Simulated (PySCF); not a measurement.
# HfF₃⁺: relaxation and vibrations of the singlet

The task is one start of a wider search on HfF₃⁺: the singlet, from a T-shaped start. It is relaxed, tested by its Hessian and followed downhill if it is a saddle.

Method: PBE0, basis Hf def2-TZVP with ECP60, F def2-TZVP, scalar-relativistic core potentials, no spin–orbit coupling, density fitting; program: PySCF 2.14.0.

### 1 The system as given

4 atoms, charge 1, spin multiplicity 1.

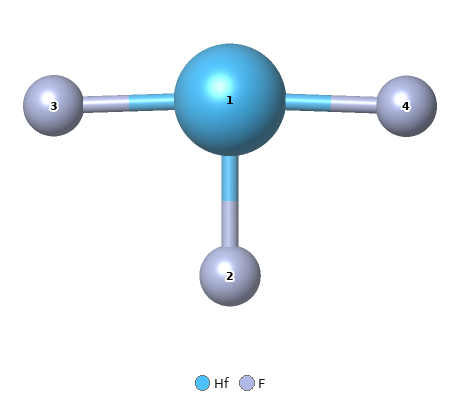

The starting geometry (hafnium blue, fluorine light blue); atoms are numbered from 1 in the order of the file.

Z-matrix (Å, degrees; charge 1 multiplicity 1):
```
Hf
F  1 2.1168
F  1 2.1168 2 88.00
F  1 2.1168 2 88.00 3 180.00
```

### 2 First SCF at the start

The steps below are one call of a driver around PySCF. For each, scf.py gives the equivalent set-up of the SCF; relaxations use the driver's own optimiser. After this first run the driver tries any further starts and a stability analysis.

File scf.py:

```python
from pyscf import gto, scf, dft
mol = gto.M(atom='''
Hf     0.000000     0.000000     0.000000
F      0.000000     0.000000     2.116800
F      2.115500     0.000000     0.073900
F     -2.115500     0.000000     0.073900''',
    basis={'Hf': 'def2-TZVP', 'F': 'def2-TZVP'},
    ecp={'Hf': 'def2-TZVP'},
    charge=1, spin=0)
mf = dft.RKS(mol, xc='PBE0')
mf.grids.atom_grid = (50, 194)
aux = {'Hf': 'def2-universal-JKFIT', 'F': 'def2-universal-JKFIT'}
mf = mf.density_fit(auxbasis=aux)
mf.conv_tol = 1e-08
mf.diis_space = 10
mf.max_cycle = 60
mf.init_guess = 'minao'
mf.verbose = 4
mf.kernel()
```

The run is started by

```sh
> OMP_NUM_THREADS=4 python axn.py task.json out
```

The program printed:

```text
init E= -328.681045474848
  HOMO = -0.621281999194055  LUMO = -0.316362675729611  gap/eV = 8.29728
cycle= 1 E= -346.891812236076  delta_E= -18.2  |g|= 1.15  |ddm|= 5.83
  HOMO = -0.466085396625318  LUMO = -0.408023451271203  gap/eV = 1.57995
cycle= 2 E= -333.582260944339  delta_E= 13.3  |g|= 7.52  |ddm|= 4.55
  HOMO = -0.53829074797636  LUMO = -0.403697045518472  gap/eV = 3.66248
cycle= 3 E= -347.063320242523  delta_E= -13.5  |g|= 0.827  |ddm|= 4.12
  HOMO = -0.536228304980333  LUMO = -0.43193321585478  gap/eV = 2.83801
cycle= 4 E= -347.043653652614  delta_E= 0.0197  |g|= 0.857  |ddm|= 0.679
  HOMO = -0.60035753273128  LUMO = -0.435555110694754  gap/eV = 4.48450
cycle= 5 E= -347.16546345452  delta_E= -0.122  |g|= 0.183  |ddm|= 0.33
  HOMO = -0.604254203951013  LUMO = -0.418924662908858  gap/eV = 5.04307
cycle= 6 E= -347.172079389873  delta_E= -0.00662  |g|= 0.0634  |ddm|= 0.092
  HOMO = -0.610529415680349  LUMO = -0.419045700986217  gap/eV = 5.21054
cycle= 7 E= -347.172811683753  delta_E= -0.000732  |g|= 0.00364  |ddm|= 0.0332
  HOMO = -0.61028647417471  LUMO = -0.419200540322046  gap/eV = 5.19971
cycle= 8 E= -347.172813254261  delta_E= -1.57e-06  |g|= 0.00144  |ddm|= 0.00139
  HOMO = -0.610156940286401  LUMO = -0.419196115087229  gap/eV = 5.19631
cycle= 9 E= -347.172813643525  delta_E= -3.89e-07  |g|= 0.000281  |ddm|= 0.000675
  HOMO = -0.610138799901076  LUMO = -0.419220162754965  gap/eV = 5.19516
cycle= 10 E= -347.172813660636  delta_E= -1.71e-08  |g|= 4.08e-05  |ddm|= 0.000168
  HOMO = -0.610132947951005  LUMO = -0.419223169576188  gap/eV = 5.19492
cycle= 11 E= -347.172813661221  delta_E= -5.85e-10  |g|= 1.12e-05  |ddm|= 4.34e-05
  HOMO = -0.610134036468228  LUMO = -0.41922421190725  gap/eV = 5.19492
Extra cycle  E= -347.172813661151  delta_E= 7e-11  |g|= 2.57e-05  |ddm|= 1.94e-05
converged SCF energy = -347.172813661151
```

This step, with its further starts and checks, ran for 8.7 s (4 threads of Arm Neoverse V1, shared host).

The starts that the driver tried:

```csv
start,energy (Eh)
the minimal-basis guess,-347.172814
a thermally smeared density,-347.172814
a smeared PBE density,-347.172814
```

No lower closed-shell solution turned up from the other starts or in the test of internal stability.

### 3 Relaxing the singlet from the T-shaped start

The program finds C2v symmetry in the start, which this walk keeps.

scf.py: that of step 2 with these lines changed.

```diff
@@ -3,4 +3,4 @@
-Hf     0.000000     0.000000     0.000000
-F      0.000000     0.000000     2.116800
-F      2.115500     0.000000     0.073900
-F     -2.115500     0.000000     0.073900''',
+Hf     0.000000     0.000000    -0.181580
+F      0.000000     0.000000     1.935220
+F      2.115500     0.000000    -0.107680
+F     -2.115500     0.000000    -0.107680''',
@@ -17 +16,0 @@
-mf.init_guess = 'minao'
```

Energy and gradient, step by step:

```csv
step,energy (Eh),change (kJ/mol),largest symmetric gradient (Eh/bohr)
0,-347.172814,0.00,0.14236
1,-347.259547,-227.72,0.07307
2,-347.273226,-263.63,0.09599
3,-347.288276,-303.15,0.02204
4,-347.296060,-323.58,0.03404
5,-347.302035,-339.27,0.01838
6,-347.304389,-345.45,0.01581
7,-347.304694,-346.25,0.01031
8,-347.305042,-347.17,0.00108
9,-347.305045,-347.17,0.00004
```

The walk took 20 s.

Geometry (Å) and forces (eV/Å) at some steps:

```
step 0
Hf   0.000   0.000  -0.182   0.000   0.000   7.321
F    0.000   0.000   1.935   0.000   0.000  -5.620
F    2.115   0.000  -0.108  -4.872   0.000  -0.851
F   -2.115   0.000  -0.108   4.872   0.000  -0.851
step 1
Hf   0.000   0.000  -0.048   0.000   0.000   3.757
F    0.000   0.000   1.846   0.000   0.000  -2.469
F    1.966   0.000  -0.130  -2.485   0.000  -0.644
F   -1.966   0.000  -0.130   2.485   0.000  -0.644
step 5
Hf   0.000   0.000   0.301   0.000   0.000   0.466
F    0.000   0.000   2.166   0.000   0.000  -0.762
F    1.725   0.000  -0.464  -0.945   0.000   0.148
F   -1.725   0.000  -0.464   0.945   0.000   0.148
step 9
Hf   0.000   0.000   0.379   0.000   0.000   0.001
F    0.000   0.000   2.232   0.000   0.000   0.001
F    1.613   0.000  -0.537  -0.002   0.000  -0.001
F   -1.613   0.000  -0.537   0.002   0.000  -0.001
```

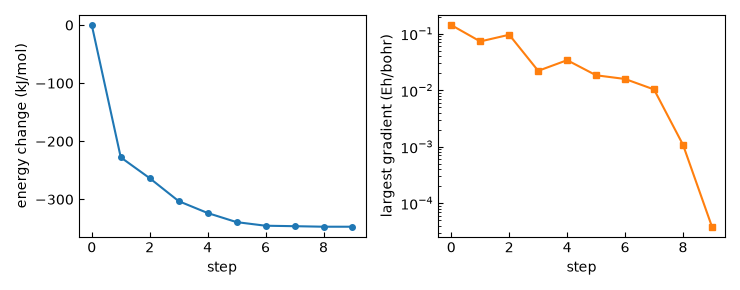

How energy and gradient fall.

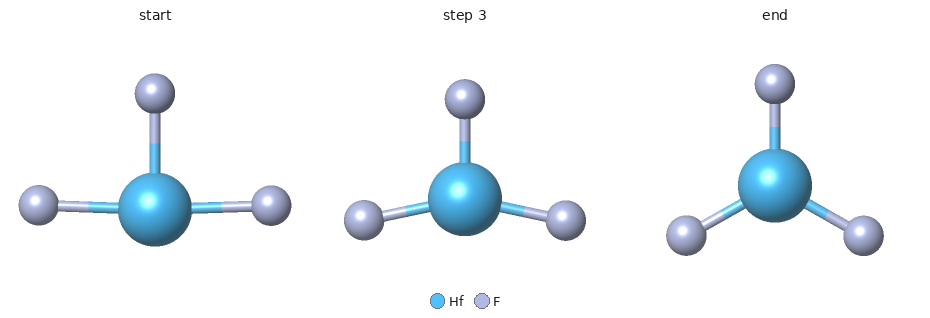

Start and end of the relaxation, with a step between.

End point (D3h, 9 steps, 347.2 kJ/mol gained): Hf–F 1.854 Å (×3); F–Hf–F 119.6° (×2), F–Hf–F 120.8°.

### 4 Vibrations and properties at this point

On the finer grid the gradient is checked again; gradients at displacements of ±0.02 bohr then give force constants and infrared intensities.

scf.py: that of step 3 with these lines changed.

```diff
@@ -3,4 +3,4 @@
-Hf     0.000000     0.000000    -0.181580
-F      0.000000     0.000000     1.935220
-F      2.115500     0.000000    -0.107680
-F     -2.115500     0.000000    -0.107680''',
+Hf    -0.000000     0.000000    -0.000000
+F     -0.000000     0.000000     1.854381
+F      1.605941     0.000000    -0.927190
+F     -1.605941     0.000000    -0.927190''',
@@ -11 +11 @@
-mf.grids.atom_grid = (50, 194)
+mf.grids.atom_grid = (75, 302)
@@ -14 +14 @@
-mf.conv_tol = 1e-08
+mf.conv_tol = 1e-10
```

The driver hands on the density of the step before, so the log starts near convergence.

SCF at the final geometry:

```text
init E= -347.305399605859
  HOMO = -0.667492989319297  LUMO = -0.376060815896828  gap/eV = 7.93027
cycle= 1 E= -347.305399605859  delta_E= -5.68e-13  |g|= 5.54e-07  |ddm|= 4.16e-07
  HOMO = -0.66749292294671  LUMO = -0.376060854616302  gap/eV = 7.93027
Extra cycle  E= -347.305399605858  delta_E= 9.09e-13  |g|= 1.08e-06  |ddm|= 6.7e-07
converged SCF energy = -347.305399605858
```

The whole step took 20 s.

Geometry: D3h; Hf–F 1.854 Å (×3); F–Hf–F 120.0° (×3).

Harmonic modes (main isotopes):

```
symmetry  ω (cm⁻¹)  IR (km/mol)     type
    a2''      103i         63.7     bend
      e'       165         20.2     bend
      e'       728          345  stretch
     a1'       734          0.0  stretch
```

1 mode is imaginary, the largest at 103i cm⁻¹: a saddle point, not a minimum.

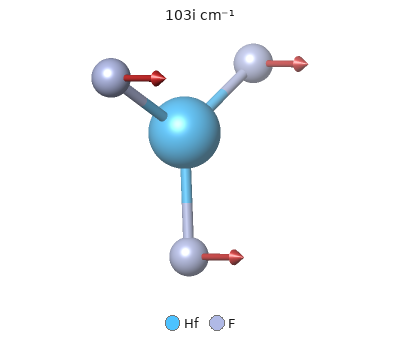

The imaginary mode, as arrows.

Properties at this point:

```
Dipole moment about the centre of mass                          : 0.00 D
Highest occupied level                                          : -18.16 eV
Lowest empty level                                              : -10.23 eV
Rotational constants                                            : 0.172, 0.172, 0.08601 cm⁻¹
Zero-point energy (real modes)                                  : 15.1 kJ/mol
Principal polarisabilities                                      : 15.4, 28.6, 28.6 bohr³
Principal traceless quadrupole moments about the centre of mass : -5.30, -5.30, 10.59 D Å
```

Charges (e) and bond orders:

```
  atom  Mulliken  Löwdin  polar tensor  Mayer order to Hf1
   Hf1      1.93    1.39          3.05                   –
F2,3,4     -0.31   -0.13         -0.68                1.15
```

Mulliken populations on Hf1 (outside its core potential): s 2.15, p 6.23, d 1.49, f 0.20.

### 5 Downhill along the imaginary mode

The atoms are moved a little along the softest imaginary mode and relaxed again.

The program finds C3v symmetry in the start, which this walk keeps.

scf.py: that of step 4 with these lines changed.

```diff
@@ -3,4 +3,4 @@
-Hf    -0.000000     0.000000    -0.000000
-F     -0.000000     0.000000     1.854381
-F      1.605941     0.000000    -0.927190
-F     -1.605941     0.000000    -0.927190''',
+Hf    -0.000000     0.079184     0.000000
+F     -0.000000    -0.250000     1.854381
+F      1.605941    -0.250000    -0.927190
+F     -1.605941    -0.250000    -0.927190''',
@@ -11 +11 @@
-mf.grids.atom_grid = (75, 302)
+mf.grids.atom_grid = (50, 194)
@@ -14 +14 @@
-mf.conv_tol = 1e-10
+mf.conv_tol = 1e-08
```

Energy and gradient, step by step:

```csv
step,energy (Eh),change (kJ/mol),largest symmetric gradient (Eh/bohr)
0,-347.306341,0.00,0.02279
1,-347.309698,-8.82,0.00526
2,-347.311246,-12.88,0.00797
3,-347.311452,-13.42,0.01515
4,-347.311918,-14.64,0.00459
5,-347.311970,-14.78,0.00016
6,-347.311972,-14.78,0.00003
```

The walk took 14 s.

Positions (Å) and forces (eV/Å) along the way:

```
step 0
Hf   0.000   0.079   0.000   0.000  -0.341   0.031
F    0.000  -0.250   1.854   0.000   0.107  -1.164
F    1.606  -0.250  -0.927  -1.031   0.117   0.566
F   -1.606  -0.250  -0.927   1.031   0.117   0.566
step 1
Hf   0.000   0.141   0.000   0.000   0.271   0.047
F    0.000  -0.271   1.803   0.000  -0.126  -0.091
F    1.561  -0.271  -0.901  -0.076  -0.072   0.022
F   -1.561  -0.271  -0.901   0.076  -0.072   0.022
step 3
Hf   0.000   0.358   0.000   0.000  -0.779  -0.033
F    0.000  -0.343   1.716   0.000   0.307  -0.469
F    1.486  -0.343  -0.858  -0.416   0.236   0.251
F   -1.486  -0.343  -0.858   0.416   0.236   0.251
step 6
Hf   0.000   0.328   0.000   0.000  -0.001  -0.028
F    0.000  -0.333   1.717   0.000   0.038   0.005
F    1.487  -0.333  -0.858   0.001  -0.018   0.011
F   -1.487  -0.333  -0.858  -0.001  -0.018   0.011
```

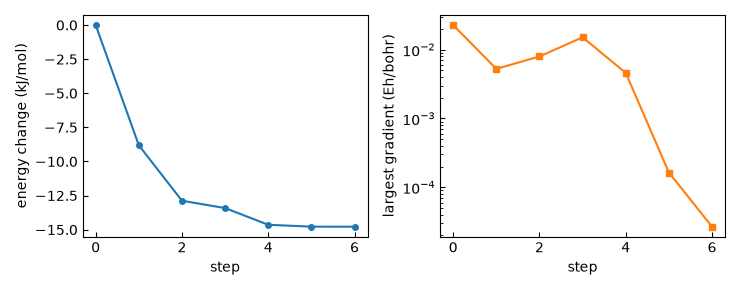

How energy and gradient fall.

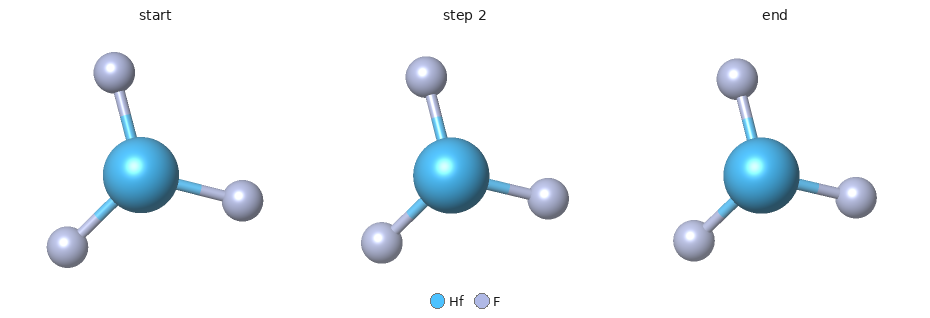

The geometry along the walk, at one scale.

End point (C3v, 6 steps, 14.8 kJ/mol gained): Hf–F 1.840 Å (×3); F–Hf–F 107.8° (×3).

### 6 Hessian and properties

As before: finer grid, then central differences.

scf.py: that of step 5 with these lines changed.

```diff
@@ -3,4 +3,4 @@
-Hf    -0.000000     0.079184     0.000000
-F     -0.000000    -0.250000     1.854381
-F      1.605941    -0.250000    -0.927190
-F     -1.605941    -0.250000    -0.927190''',
+Hf    -0.000000     0.141478     0.000000
+F      0.000000    -0.496559     1.726358
+F      1.495070    -0.496559    -0.863179
+F     -1.495070    -0.496559    -0.863179''',
@@ -11 +11 @@
-mf.grids.atom_grid = (50, 194)
+mf.grids.atom_grid = (75, 302)
@@ -14 +14 @@
-mf.conv_tol = 1e-08
+mf.conv_tol = 1e-10
```

SCF at the final geometry:

```text
init E= -347.311895261983
  HOMO = -0.667322026046495  LUMO = -0.355272425868556  gap/eV = 8.49130
cycle= 1 E= -347.311895261985  delta_E= -2.61e-12  |g|= 9.7e-07  |ddm|= 8.08e-07
  HOMO = -0.667322198157826  LUMO = -0.355272290971563  gap/eV = 8.49131
Extra cycle  E= -347.311895261985  delta_E= 1.71e-13  |g|= 1.91e-06  |ddm|= 1.34e-06
converged SCF energy = -347.311895261985
```

The whole step ran for 30 s (4 threads of Arm Neoverse V1, shared host).

Geometry: C3v; Hf–F 1.840 Å (×3); F–Hf–F 108.6° (×3).

Harmonic modes (main isotopes):

```tsv
symmetry	ω (cm⁻¹)	IR (km/mol)	type
a1	131	34.4	bend
e	182	14.8	bend
e	731	295	stretch
a1	757	19.4	stretch
```

Every mode is real; the point is a minimum.

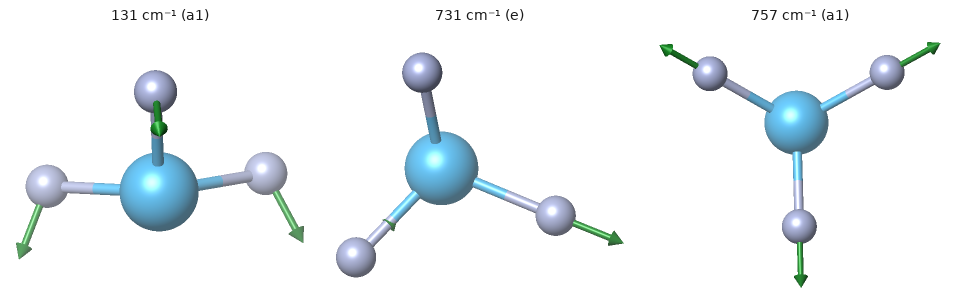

How the atoms move in 3 of the modes.

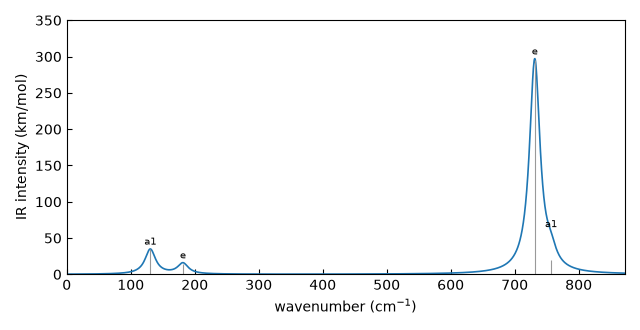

The harmonic infrared spectrum (widths in cm⁻¹). Lines are broadened to a width of 20 cm⁻¹ (Lorentzian).

Constants and moments:

```
Dipole moment about the centre of mass                          : 4.79 D
Highest occupied level                                          : -18.16 eV
Lowest empty level                                              : -9.67 eV
Rotational constants                                            : 0.1644, 0.1644, 0.09924 cm⁻¹
Zero-point energy                                               : 16.2 kJ/mol
Principal polarisabilities                                      : 17.2, 28.0, 28.0 bohr³
Principal traceless quadrupole moments about the centre of mass : -4.00, -3.99, 7.99 D Å
Entropy at 298.15 K and 1 bar                                   : 311.2 J/(mol K)
Heat capacity Cp at 298.15 K                                    : 66.4 J/(mol K)
Enthalpy at 298.15 K above 0 K                                  : 15.56 kJ/mol
Rotational symmetry number                                      : 3
```

Charges (e) and bond orders:

```csv
atom,Mulliken,Löwdin,polar tensor,Mayer order to Hf1
Hf1,1.88,1.33,2.90,–
"F2,3,4",-0.29,-0.11,-0.63,1.17
```

Mulliken populations on Hf1 (outside its core potential): s 2.17, p 6.18, d 1.57, f 0.20.

### 7 Would spin polarisation lower it?

At the lowest minimum the closed shell is tested against spin polarisation, on the (50, 194) grid. It is stable.

### 8 All stationary points

| spin | group | bonds | imaginary modes (cm⁻¹) | ΔE (kJ/mol) | with zero-point energy |
| --- | --- | --- | --- | --- | --- |
| singlet | C3v | Hf–F 1.840 Å (×3) | none | 0.0 | 0.0 |
| singlet | D3h | Hf–F 1.854 Å (×3) | 103i | 17.1 | – |

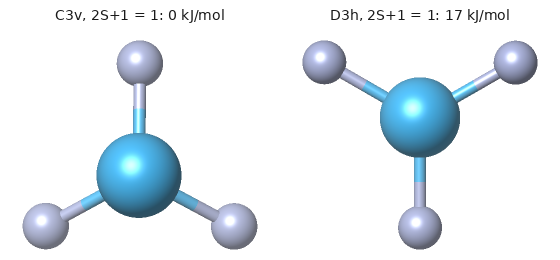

The points, lowest first (hafnium blue, fluorine light blue).

### 9 Results

```
                            quantity                                  value
                             minimum                           singlet, C3v
                            geometry  Hf–F 1.840 Å (×3); F–Hf–F 108.6° (×3)
                  wavenumbers (cm⁻¹)   131 (a1), 182 (e), 731 (e), 757 (a1)
      dipole moment (centre of mass)                                 4.79 D
highest occupied, lowest empty level                       -18.16, -9.67 eV
          polar-tensor charge of Hf1                                +2.90 e
                   zero-point energy                            16.2 kJ/mol
                 entropy at 298.15 K                        311.2 J/(mol K)
```

From C2v at the start the molecule goes to a C3v minimum, after a stop at a saddle point 17.1 kJ/mol higher, from which it was pushed off along an imaginary mode. The strongest infrared band lies at 731 cm⁻¹ (e, stretch). Only this shape and spin were tried, so other structures or states may lie lower. Spin–orbit coupling, left out here, can matter for elements this heavy.

The search up to here took 97 s.
